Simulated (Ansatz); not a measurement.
Hypothetical CdI2 type HfO2, carrier doping

Consider HfO2 in the CdI2 type structure (space group P-3m1, No. 164; a = 3.2399 Å, c = 4.6631 Å; a hypothetical phase, not in the database extracts checked; layered, stacked along the Cartesian z axis).

Carriers are added at fixed cell with a uniform background; the Fermi–Dirac width is that of 300 K.

Calculations: PBE-D3(BJ) (Ansatz, a first-principles code; PAW; 420 eV plane waves; no spin-orbit coupling), earlier PAW set.

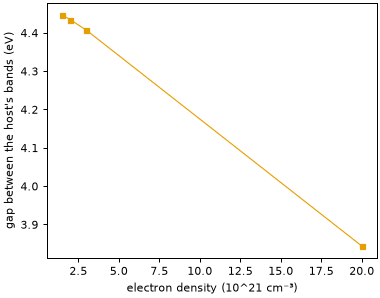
Figure. Gap between the host's bands against electron density

Q: From the plot, what is the gap between the host's bands for electrons 2.0×10^22 cm⁻³?

A: About 3.84 eV.

Q: Is the trend monotonic over the range shown?

A: Yes, it falls throughout, spanning 3.84 eV to 4.45 eV.

Charged cell with a jellium background: band edges are those of the host's band count, energies are not comparable with the neutral cell, and many-body gap narrowing is missing. With Hf present, leaving out spin-orbit coupling can change the band edges. Stability against distortions was not tested.
